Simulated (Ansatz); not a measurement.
TaNH3ClF4: molecular dynamics (part 2 of 3)

Continued. System: TaNH3ClF4. Method: RKS PBE/def2-SVP (Ansatz 0.2.0). It belongs to a series of runs on one base structure; here: dynamics from the highest image of the converged band.

Geometry of the input (Å):
```
Ta -0.1429  -0.1522  0.2092
Cl 3.0500  -1.0813  -0.3926
F  0.6406  0.9091  1.5714
F  0.5347  0.9540  -1.1590
F  -1.9120  0.2688  0.6330
F  -0.5613  -1.5444  -1.0086
N  0.5727  -1.6854  1.3336
H  0.3447  -2.6664  1.1352
H  0.8878  -1.5571  2.3021
H  2.1579  -1.5741  0.4906
```

## Output, continued
```
md step   108: t =    54.00 fs  T =   152.6 K  F+E_penalty+E_count = -26459.79255928 eV  E_kin = 0.157852 eV  conserved = -26459.63470727 eV  (33 SCF iters)
md step   109: t =    54.50 fs  T =   147.8 K  F+E_penalty+E_count = -26459.78744520 eV  E_kin = 0.152788 eV  conserved = -26459.63465748 eV  (33 SCF iters)
md step   110: t =    55.00 fs  T =   145.0 K  F+E_penalty+E_count = -26459.78460332 eV  E_kin = 0.149947 eV  conserved = -26459.63465643 eV  (33 SCF iters)
md step   111: t =    55.50 fs  T =   144.4 K  F+E_penalty+E_count = -26459.78405544 eV  E_kin = 0.149346 eV  conserved = -26459.63470915 eV  (33 SCF iters)
md step   112: t =    56.00 fs  T =   145.2 K  F+E_penalty+E_count = -26459.78498260 eV  E_kin = 0.150178 eV  conserved = -26459.63480453 eV  (33 SCF iters)
md step   113: t =    56.50 fs  T =   146.0 K  F+E_penalty+E_count = -26459.78591214 eV  E_kin = 0.150999 eV  conserved = -26459.63491351 eV  (33 SCF iters)
md step   114: t =    57.00 fs  T =   145.2 K  F+E_penalty+E_count = -26459.78518148 eV  E_kin = 0.150187 eV  conserved = -26459.63499437 eV  (33 SCF iters)
md step   115: t =    57.50 fs  T =   141.7 K  F+E_penalty+E_count = -26459.78158649 eV  E_kin = 0.146579 eV  conserved = -26459.63500798 eV  (33 SCF iters)
md step   116: t =    58.00 fs  T =   135.4 K  F+E_penalty+E_count = -26459.77497363 eV  E_kin = 0.140034 eV  conserved = -26459.63493925 eV  (33 SCF iters)
md step   117: t =    58.50 fs  T =   127.3 K  F+E_penalty+E_count = -26459.76644223 eV  E_kin = 0.131628 eV  conserved = -26459.63481458 eV  (34 SCF iters)
md step   118: t =    59.00 fs  T =   119.2 K  F+E_penalty+E_count = -26459.75791998 eV  E_kin = 0.123225 eV  conserved = -26459.63469498 eV  (33 SCF iters)
md step   119: t =    59.50 fs  T =   112.8 K  F+E_penalty+E_count = -26459.75123419 eV  E_kin = 0.116593 eV  conserved = -26459.63464076 eV  (33 SCF iters)
md step   120: t =    60.00 fs  T =   108.8 K  F+E_penalty+E_count = -26459.74720834 eV  E_kin = 0.112537 eV  conserved = -26459.63467097 eV  (33 SCF iters)
md step   121: t =    60.50 fs  T =   107.0 K  F+E_penalty+E_count = -26459.74537676 eV  E_kin = 0.110624 eV  conserved = -26459.63475258 eV  (33 SCF iters)
md step   122: t =    61.00 fs  T =   106.0 K  F+E_penalty+E_count = -26459.74447309 eV  E_kin = 0.109644 eV  conserved = -26459.63482898 eV  (34 SCF iters)
md step   123: t =    61.50 fs  T =   104.8 K  F+E_penalty+E_count = -26459.74328236 eV  E_kin = 0.108423 eV  conserved = -26459.63485963 eV  (33 SCF iters)
md step   124: t =    62.00 fs  T =   102.9 K  F+E_penalty+E_count = -26459.74127509 eV  E_kin = 0.106437 eV  conserved = -26459.63483766 eV  (33 SCF iters)
md step   125: t =    62.50 fs  T =   100.5 K  F+E_penalty+E_count = -26459.73874367 eV  E_kin = 0.103963 eV  conserved = -26459.63478077 eV  (34 SCF iters)
md step   126: t =    63.00 fs  T =    98.5 K  F+E_penalty+E_count = -26459.73655151 eV  E_kin = 0.101838 eV  conserved = -26459.63471351 eV  (33 SCF iters)
md step   127: t =    63.50 fs  T =    97.8 K  F+E_penalty+E_count = -26459.73575252 eV  E_kin = 0.101096 eV  conserved = -26459.63465630 eV  (33 SCF iters)
md step   128: t =    64.00 fs  T =    99.2 K  F+E_penalty+E_count = -26459.73725484 eV  E_kin = 0.102631 eV  conserved = -26459.63462397 eV  (32 SCF iters)
md step   129: t =    64.50 fs  T =   103.4 K  F+E_penalty+E_count = -26459.74157221 eV  E_kin = 0.106946 eV  conserved = -26459.63462623 eV  (32 SCF iters)
md step   130: t =    65.00 fs  T =   110.2 K  F+E_penalty+E_count = -26459.74866361 eV  E_kin = 0.113997 eV  conserved = -26459.63466625 eV  (32 SCF iters)
md step   131: t =    65.50 fs  T =   119.1 K  F+E_penalty+E_count = -26459.75788586 eV  E_kin = 0.123149 eV  conserved = -26459.63473735 eV  (33 SCF iters)
md step   132: t =    66.00 fs  T =   128.9 K  F+E_penalty+E_count = -26459.76810972 eV  E_kin = 0.133289 eV  conserved = -26459.63482038 eV  (32 SCF iters)
md step   133: t =    66.50 fs  T =   138.4 K  F+E_penalty+E_count = -26459.77802683 eV  E_kin = 0.143139 eV  conserved = -26459.63488744 eV  (32 SCF iters)
md step   134: t =    67.00 fs  T =   146.7 K  F+E_penalty+E_count = -26459.78658462 eV  E_kin = 0.151672 eV  conserved = -26459.63491262 eV  (32 SCF iters)
md step   135: t =    67.50 fs  T =   153.3 K  F+E_penalty+E_count = -26459.79337660 eV  E_kin = 0.158489 eV  conserved = -26459.63488780 eV  (32 SCF iters)
md step   136: t =    68.00 fs  T =   158.5 K  F+E_penalty+E_count = -26459.79875809 eV  E_kin = 0.163926 eV  conserved = -26459.63483175 eV  (32 SCF iters)
md step   137: t =    68.50 fs  T =   163.2 K  F+E_penalty+E_count = -26459.80355897 eV  E_kin = 0.168777 eV  conserved = -26459.63478234 eV  (32 SCF iters)
md step   138: t =    69.00 fs  T =   168.0 K  F+E_penalty+E_count = -26459.80851832 eV  E_kin = 0.173745 eV  conserved = -26459.63477283 eV  (31 SCF iters)
md step   139: t =    69.50 fs  T =   173.1 K  F+E_penalty+E_count = -26459.81379701 eV  E_kin = 0.178989 eV  conserved = -26459.63480777 eV  (32 SCF iters)
md step   140: t =    70.00 fs  T =   178.0 K  F+E_penalty+E_count = -26459.81890177 eV  E_kin = 0.184039 eV  conserved = -26459.63486308 eV  (32 SCF iters)
md step   141: t =    70.50 fs  T =   181.9 K  F+E_penalty+E_count = -26459.82303086 eV  E_kin = 0.188124 eV  conserved = -26459.63490694 eV  (33 SCF iters)
md step   142: t =    71.00 fs  T =   184.3 K  F+E_penalty+E_count = -26459.82554421 eV  E_kin = 0.190623 eV  conserved = -26459.63492103 eV  (33 SCF iters)
md step   143: t =    71.50 fs  T =   185.0 K  F+E_penalty+E_count = -26459.82624671 eV  E_kin = 0.191342 eV  conserved = -26459.63490507 eV  (32 SCF iters)
md step   144: t =    72.00 fs  T =   184.3 K  F+E_penalty+E_count = -26459.82540804 eV  E_kin = 0.190540 eV  conserved = -26459.63486763 eV  (33 SCF iters)
md step   145: t =    72.50 fs  T =   182.6 K  F+E_penalty+E_count = -26459.82363904 eV  E_kin = 0.188821 eV  conserved = -26459.63481763 eV  (33 SCF iters)
md step   146: t =    73.00 fs  T =   180.8 K  F+E_penalty+E_count = -26459.82174634 eV  E_kin = 0.186982 eV  conserved = -26459.63476444 eV  (33 SCF iters)
md step   147: t =    73.50 fs  T =   179.7 K  F+E_penalty+E_count = -26459.82057910 eV  E_kin = 0.185860 eV  conserved = -26459.63471954 eV  (33 SCF iters)
md step   148: t =    74.00 fs  T =   180.0 K  F+E_penalty+E_count = -26459.82083921 eV  E_kin = 0.186142 eV  conserved = -26459.63469710 eV  (33 SCF iters)
md step   149: t =    74.50 fs  T =   182.0 K  F+E_penalty+E_count = -26459.82286152 eV  E_kin = 0.188153 eV  conserved = -26459.63470858 eV  (33 SCF iters)
md step   150: t =    75.00 fs  T =   185.4 K  F+E_penalty+E_count = -26459.82644649 eV  E_kin = 0.191691 eV  conserved = -26459.63475506 eV  (33 SCF iters)
md step   151: t =    75.50 fs  T =   189.6 K  F+E_penalty+E_count = -26459.83085452 eV  E_kin = 0.196031 eV  conserved = -26459.63482311 eV  (33 SCF iters)
md step   152: t =    76.00 fs  T =   193.5 K  F+E_penalty+E_count = -26459.83502318 eV  E_kin = 0.200136 eV  conserved = -26459.63488688 eV  (33 SCF iters)
md step   153: t =    76.50 fs  T =   196.4 K  F+E_penalty+E_count = -26459.83796489 eV  E_kin = 0.203045 eV  conserved = -26459.63491954 eV  (33 SCF iters)
md step   154: t =    77.00 fs  T =   197.5 K  F+E_penalty+E_count = -26459.83917397 eV  E_kin = 0.204266 eV  conserved = -26459.63490808 eV  (33 SCF iters)
md step   155: t =    77.50 fs  T =   197.2 K  F+E_penalty+E_count = -26459.83881139 eV  E_kin = 0.203946 eV  conserved = -26459.63486498 eV  (32 SCF iters)
md step   156: t =    78.00 fs  T =   196.0 K  F+E_penalty+E_count = -26459.83751004 eV  E_kin = 0.202687 eV  conserved = -26459.63482300 eV  (33 SCF iters)
md step   157: t =    78.50 fs  T =   194.4 K  F+E_penalty+E_count = -26459.83588614 eV  E_kin = 0.201073 eV  conserved = -26459.63481307 eV  (33 SCF iters)
md step   158: t =    79.00 fs  T =   192.7 K  F+E_penalty+E_count = -26459.83408362 eV  E_kin = 0.199243 eV  conserved = -26459.63484100 eV  (33 SCF iters)
md step   159: t =    79.50 fs  T =   190.3 K  F+E_penalty+E_count = -26459.83168417 eV  E_kin = 0.196799 eV  conserved = -26459.63488514 eV  (33 SCF iters)
md step   160: t =    80.00 fs  T =   186.7 K  F+E_penalty+E_count = -26459.82802065 eV  E_kin = 0.193104 eV  conserved = -26459.63491647 eV  (33 SCF iters)
md step   161: t =    80.50 fs  T =   181.5 K  F+E_penalty+E_count = -26459.82260910 eV  E_kin = 0.187689 eV  conserved = -26459.63491999 eV  (33 SCF iters)
md step   162: t =    81.00 fs  T =   174.5 K  F+E_penalty+E_count = -26459.81538300 eV  E_kin = 0.180483 eV  conserved = -26459.63489964 eV  (33 SCF iters)
md step   163: t =    81.50 fs  T =   166.1 K  F+E_penalty+E_count = -26459.80665523 eV  E_kin = 0.171789 eV  conserved = -26459.63486599 eV  (33 SCF iters)
md step   164: t =    82.00 fs  T =   156.8 K  F+E_penalty+E_count = -26459.79696511 eV  E_kin = 0.162139 eV  conserved = -26459.63482610 eV  (33 SCF iters)
md step   165: t =    82.50 fs  T =   147.2 K  F+E_penalty+E_count = -26459.78696464 eV  E_kin = 0.152182 eV  conserved = -26459.63478262 eV  (33 SCF iters)
md step   166: t =    83.00 fs  T =   137.9 K  F+E_penalty+E_count = -26459.77736053 eV  E_kin = 0.142621 eV  conserved = -26459.63473989 eV  (32 SCF iters)
md step   167: t =    83.50 fs  T =   129.7 K  F+E_penalty+E_count = -26459.76883652 eV  E_kin = 0.134130 eV  conserved = -26459.63470665 eV  (33 SCF iters)
md step   168: t =    84.00 fs  T =   123.0 K  F+E_penalty+E_count = -26459.76191817 eV  E_kin = 0.127226 eV  conserved = -26459.63469245 eV  (33 SCF iters)
md step   169: t =    84.50 fs  T =   118.1 K  F+E_penalty+E_count = -26459.75683327 eV  E_kin = 0.122132 eV  conserved = -26459.63470091 eV  (32 SCF iters)
md step   170: t =    85.00 fs  T =   114.8 K  F+E_penalty+E_count = -26459.75346722 eV  E_kin = 0.118743 eV  conserved = -26459.63472468 eV  (33 SCF iters)
md step   171: t =    85.50 fs  T =   112.9 K  F+E_penalty+E_count = -26459.75147995 eV  E_kin = 0.116732 eV  conserved = -26459.63474769 eV  (33 SCF iters)
md step   172: t =    86.00 fs  T =   112.0 K  F+E_penalty+E_count = -26459.75054993 eV  E_kin = 0.115796 eV  conserved = -26459.63475402 eV  (33 SCF iters)
md step   173: t =    86.50 fs  T =   112.1 K  F+E_penalty+E_count = -26459.75060870 eV  E_kin = 0.115870 eV  conserved = -26459.63473913 eV  (33 SCF iters)
md step   174: t =    87.00 fs  T =   113.3 K  F+E_penalty+E_count = -26459.75189898 eV  E_kin = 0.117183 eV  conserved = -26459.63471556 eV  (33 SCF iters)
md step   175: t =    87.50 fs  T =   116.1 K  F+E_penalty+E_count = -26459.75478485 eV  E_kin = 0.120081 eV  conserved = -26459.63470419 eV  (32 SCF iters)
md step   176: t =    88.00 fs  T =   120.6 K  F+E_penalty+E_count = -26459.75944067 eV  E_kin = 0.124723 eV  conserved = -26459.63471754 eV  (33 SCF iters)
md step   177: t =    88.50 fs  T =   126.6 K  F+E_penalty+E_count = -26459.76566492 eV  E_kin = 0.130915 eV  conserved = -26459.63474943 eV  (33 SCF iters)
md step   178: t =    89.00 fs  T =   133.6 K  F+E_penalty+E_count = -26459.77296426 eV  E_kin = 0.138181 eV  conserved = -26459.63478359 eV  (32 SCF iters)
md step   179: t =    89.50 fs  T =   141.2 K  F+E_penalty+E_count = -26459.78078673 eV  E_kin = 0.145975 eV  conserved = -26459.63481163 eV  (33 SCF iters)
md step   180: t =    90.00 fs  T =   148.7 K  F+E_penalty+E_count = -26459.78864982 eV  E_kin = 0.153810 eV  conserved = -26459.63483955 eV  (33 SCF iters)
md step   181: t =    90.50 fs  T =   155.9 K  F+E_penalty+E_count = -26459.79607139 eV  E_kin = 0.161196 eV  conserved = -26459.63487525 eV  (33 SCF iters)
md step   182: t =    91.00 fs  T =   162.0 K  F+E_penalty+E_count = -26459.80247592 eV  E_kin = 0.167563 eV  conserved = -26459.63491288 eV  (32 SCF iters)
md step   183: t =    91.50 fs  T =   166.7 K  F+E_penalty+E_count = -26459.80728840 eV  E_kin = 0.172355 eV  conserved = -26459.63493382 eV  (33 SCF iters)
md step   184: t =    92.00 fs  T =   169.5 K  F+E_penalty+E_count = -26459.81020381 eV  E_kin = 0.175281 eV  conserved = -26459.63492243 eV  (33 SCF iters)
md step   185: t =    92.50 fs  T =   170.7 K  F+E_penalty+E_count = -26459.81141056 eV  E_kin = 0.176530 eV  conserved = -26459.63488007 eV  (33 SCF iters)
md step   186: t =    93.00 fs  T =   170.9 K  F+E_penalty+E_count = -26459.81156653 eV  E_kin = 0.176741 eV  conserved = -26459.63482526 eV  (33 SCF iters)
md step   187: t =    93.50 fs  T =   170.9 K  F+E_penalty+E_count = -26459.81151943 eV  E_kin = 0.176737 eV  conserved = -26459.63478228 eV  (32 SCF iters)
md step   188: t =    94.00 fs  T =   171.3 K  F+E_penalty+E_count = -26459.81193649 eV  E_kin = 0.177168 eV  conserved = -26459.63476815 eV  (33 SCF iters)
md step   189: t =    94.50 fs  T =   172.4 K  F+E_penalty+E_count = -26459.81304386 eV  E_kin = 0.178259 eV  conserved = -26459.63478473 eV  (33 SCF iters)
md step   190: t =    95.00 fs  T =   173.9 K  F+E_penalty+E_count = -26459.81459670 eV  E_kin = 0.179777 eV  conserved = -26459.63481933 eV  (33 SCF iters)
md step   191: t =    95.50 fs  T =   175.2 K  F+E_penalty+E_count = -26459.81607193 eV  E_kin = 0.181220 eV  conserved = -26459.63485233 eV  (33 SCF iters)
md step   192: t =    96.00 fs  T =   176.1 K  F+E_penalty+E_count = -26459.81696690 eV  E_kin = 0.182099 eV  conserved = -26459.63486782 eV  (34 SCF iters)
md step   193: t =    96.50 fs  T =   176.2 K  F+E_penalty+E_count = -26459.81704606 eV  E_kin = 0.182185 eV  conserved = -26459.63486086 eV  (33 SCF iters)
md step   194: t =    97.00 fs  T =   175.6 K  F+E_penalty+E_count = -26459.81642876 eV  E_kin = 0.181593 eV  conserved = -26459.63483585 eV  (33 SCF iters)
md step   195: t =    97.50 fs  T =   174.8 K  F+E_penalty+E_count = -26459.81552995 eV  E_kin = 0.180730 eV  conserved = -26459.63480033 eV  (33 SCF iters)
md step   196: t =    98.00 fs  T =   174.2 K  F+E_penalty+E_count = -26459.81494366 eV  E_kin = 0.180183 eV  conserved = -26459.63476073 eV  (34 SCF iters)
md step   197: t =    98.50 fs  T =   174.6 K  F+E_penalty+E_count = -26459.81532570 eV  E_kin = 0.180599 eV  conserved = -26459.63472657 eV  (34 SCF iters)
md step   198: t =    99.00 fs  T =   176.5 K  F+E_penalty+E_count = -26459.81722587 eV  E_kin = 0.182511 eV  conserved = -26459.63471475 eV  (32 SCF iters)
md step   199: t =    99.50 fs  T =   179.9 K  F+E_penalty+E_count = -26459.82081971 eV  E_kin = 0.186077 eV  conserved = -26459.63474317 eV  (33 SCF iters)
these checks for a lower state are left out or cut short: starts, cluster_reference, orbital_swaps, neighbouring_geometries, increment
1437 factors; their error is unknown
mean field evaluation 1632: about -26459.8256 eV, gradient 5.2e-5 eV
mean field -26459.82564861 eV, -972.3806574723 hartree, gradient 1.1e-5 eV, S^2 0.000000; 0 other end points of the search recorded, 0 dependent functions left out
the calculation of the forces begins
reference -26459.82571515 eV, -972.3806599177 hartree; 38, 38 occupied and 97, 97 virtual orbitals, 1437 factors
1437 factors; their error is unknown
mean field -26459.82564861 eV, -972.3806574723 hartree, gradient 1.2e-5 eV, S^2 0.000000; 1 other end points of the search recorded, 0 dependent functions left out
the calculation of the forces begins
reference -26459.82571515 eV, -972.3806599177 hartree; 38, 38 occupied and 97, 97 virtual orbitals, 1437 factors
md step   200: t =   100.00 fs  T =   184.5 K  F+E_penalty+E_count = -26459.82564861 eV  E_kin = 0.190835 eV  conserved = -26459.63481367 eV  (33 SCF iters)
```

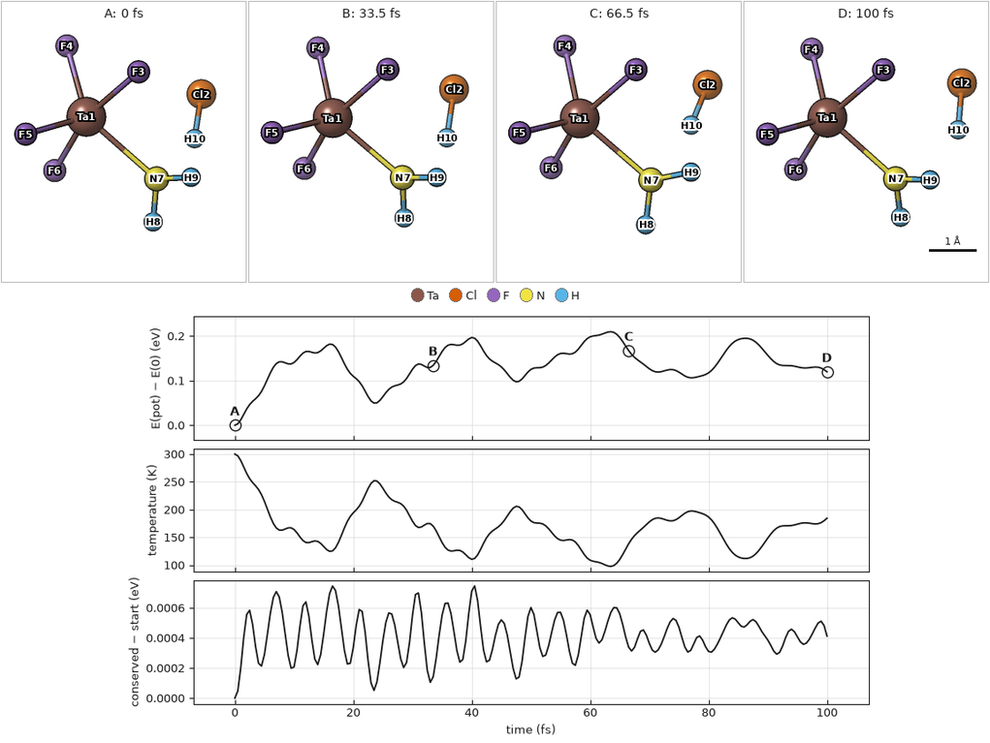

Figure 1. Frames of the molecular dynamics (ball-and-stick, seen at a tilt) above the curves, on which the letters mark them. The trajectory kept here has 201 frames over 100 fs. The temperature starts at 300 K, ranges from 98 to 300 K and averages 155 K over the second half. The potential energy ends 0.120 eV above its first value. The conserved quantity stays within 0.00075 eV. After an unweighted best fit of the last frame on the first, the root-mean-square displacement is 0.23 Å, and H10 has moved furthest (0.45 Å).

```
Total energy: -26459.82571515 eV, -972.3806599177 hartree
Atom 0 at    -0.223415    -0.143136     0.229847 Å, force     0.465141    -0.014514    -0.581359 eV/Å
Atom 1 at     3.493972    -1.111537    -0.436233 Å, force    -0.176301    -0.161380     0.204000 eV/Å
Atom 2 at     0.735276     0.897336     1.526137 Å, force    -0.466363    -0.237590    -0.392030 eV/Å
Atom 3 at     0.567958     0.832199    -1.197757 Å, force    -0.121753    -0.132172     0.349132 eV/Å
Atom 4 at    -1.971873     0.344478     0.700344 Å, force     0.035628     0.001166     0.031533 eV/Å
Atom 5 at    -0.635003    -1.511108    -1.055194 Å, force     0.048028     0.481243     0.457437 eV/Å
Atom 6 at     0.460956    -1.682411     1.276871 Å, force     0.347281     0.409894     0.879567 eV/Å
Atom 7 at     0.451861    -2.661179     1.047799 Å, force    -0.255970    -0.854882    -0.573613 eV/Å
Atom 8 at     0.759281    -1.609416     2.261923 Å, force     0.048519     0.314403    -0.190403 eV/Å
Atom 9 at     2.672882    -1.674479     0.422778 Å, force     0.075789     0.193831    -0.184264 eV/Å
Dipole moment:    -0.134826    -0.450092     0.524994 e Å
```

## Trajectory as extended XYZ (Å, eV, eV/Å), 21 of the 201 frames kept, from step=0 to step=200
```
10
Properties=species:S:1:pos:R:3:forces:R:3 step=0 time_fs=0.0 energy=-26459.94545 temperature=300.0
Ta   -0.1429   -0.1522    0.2092    0.0009  -0.0016  -0.0005
Cl    3.0500   -1.0813   -0.3926   -0.0004  -0.0001   0.0000
F     0.6406    0.9091    1.5714    0.0000   0.0003   0.0002
F     0.5347    0.9540   -1.1590    0.0002   0.0001   0.0004
F    -1.9120    0.2688    0.6330   -0.0001  -0.0004   0.0004
F    -0.5613   -1.5444   -1.0086    0.0001   0.0002   0.0004
N     0.5727   -1.6854    1.3336   -0.0011   0.0020  -0.0011
H     0.3447   -2.6664    1.1352    0.0000  -0.0002   0.0001
H     0.8878   -1.5571    2.3021    0.0001  -0.0001   0.0001
H     2.1579   -1.5741    0.4906    0.0001  -0.0001   0.0000
10
Properties=species:S:1:pos:R:3:forces:R:3 step=10 time_fs=5.0 energy=-26459.85711 temperature=214.9
Ta   -0.1525   -0.1535    0.2135    0.5578  -0.0372  -0.8293
Cl    3.0722   -1.0805   -0.3974    0.0260   0.0716   0.0290
F     0.6606    0.9092    1.5560   -0.0520  -0.0366  -0.0403
F     0.5577    0.9709   -1.1736   -0.4101  -0.5829   0.7105
F    -1.9160    0.2830    0.6354   -0.0051  -0.0227   0.0043
F    -0.5543   -1.5551   -1.0233    0.0514   0.3882   0.3189
N     0.5828   -1.6993    1.3328   -0.1687  -0.2027   0.8055
H     0.2648   -2.6775    1.2435    0.0596   0.1654  -0.5486
H     0.8567   -1.6223    2.3314   -0.0055   0.4606  -0.3923
H     2.2081   -1.4882    0.5465   -0.0534  -0.2038  -0.0579
```
